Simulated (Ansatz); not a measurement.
CH$_{6}$OSi$_{2}$ (SMILES O[SiH]1C[SiH2]1)

Input

```
crystal:
  periodic: [false, false, false]
  atoms:
    - {symbol: O, position_ang: [-1.254849, 1.165008, -1.151244]}
    - {symbol: Si, position_ang: [-0.397106, 0.520281, 0.085144]}
    - {symbol: C, position_ang: [1.225568, -0.139616, -0.349948]}
    - {symbol: Si, position_ang: [0.424308, -1.842682, 0.245594]}
    - {symbol: H, position_ang: [-2.193176, 1.317591, -1.028450]}
    - {symbol: H, position_ang: [-0.604918, 1.225319, 1.366636]}
    - {symbol: H, position_ang: [1.465169, -0.130753, -1.411249]}
    - {symbol: H, position_ang: [2.061628, 0.193165, 0.259715]}
    - {symbol: H, position_ang: [0.447130, -1.416578, 1.715985]}
    - {symbol: H, position_ang: [-1.090552, -0.942935, 0.270718]}
basis:
  gaussian: {orbitals: def2-TZVPP}
hamiltonian: {xc: pbe0, dispersion: d4}
output: {orbitals: {seedname: orbitals}}
```

Run with:

```sh
ansatz run in.yaml --threads 2 --pin off --events-out ev --progress --plain --max-ram 4352MiB
```

Geometry: PBE0-D4/def2-TZVP.

Computed with Ansatz, RKS PBE0-D4/def2-TZVPP.

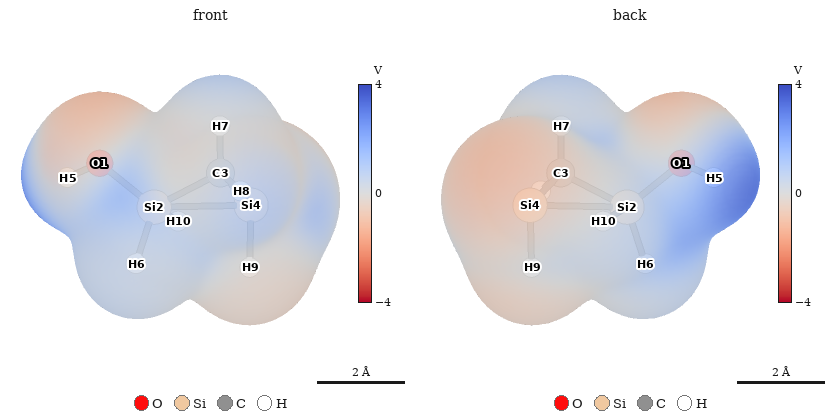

Figure 1. The electrostatic potential painted on the density surface at 0.002 e/bohr³, seen from the front and from behind; red is negative and blue positive.

Where is the surface potential most negative and most positive?

The most negative region (about −1.1 V) lies over O1, the most positive (about +3.0 V) over H5. O1 is the likeliest acceptor of a hydrogen bond.

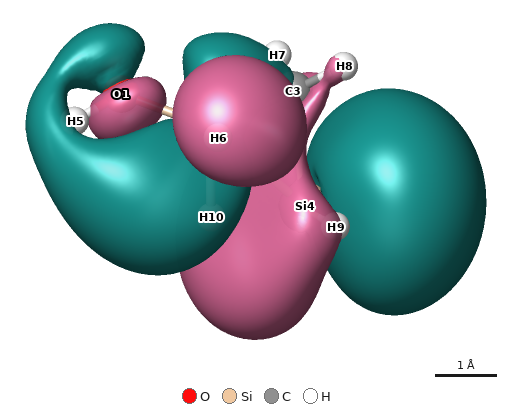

Figure 2. The LUMO at ±0.05 Å⁻³ᐟ² (teal and pink are the two phases), seen at a tilt.

What is the character of this orbital?

By Hirshfeld shares it lies mainly on Si4 (about 55 %), Si2 (about 20 %) and H10 (about 5 %). Its energy is −0.98 eV.

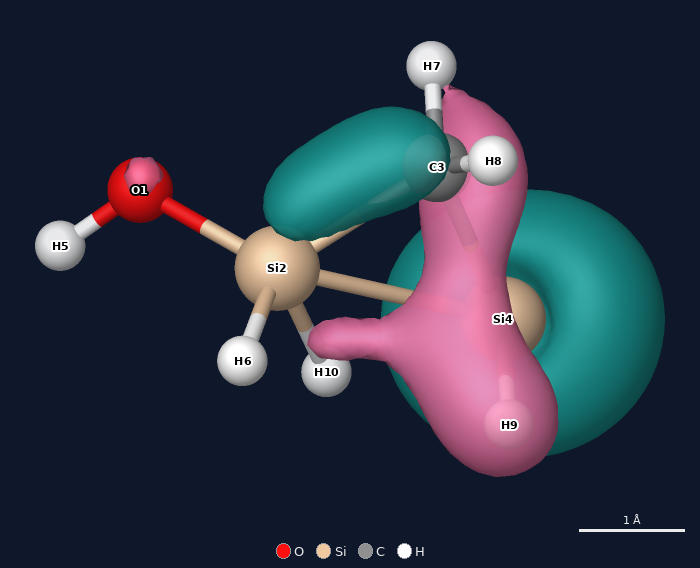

Figure 3. The HOMO at ±0.15 Å⁻³ᐟ² (teal and pink are the two phases), seen at a tilt.

Describe this orbital and give its energy.

Its weight (Hirshfeld) is mainly on Si4 (about 65 %), C3 (about 10 %), Si2 (about 10 %) and H9 (about 5 %). Its energy is −6.19 eV.
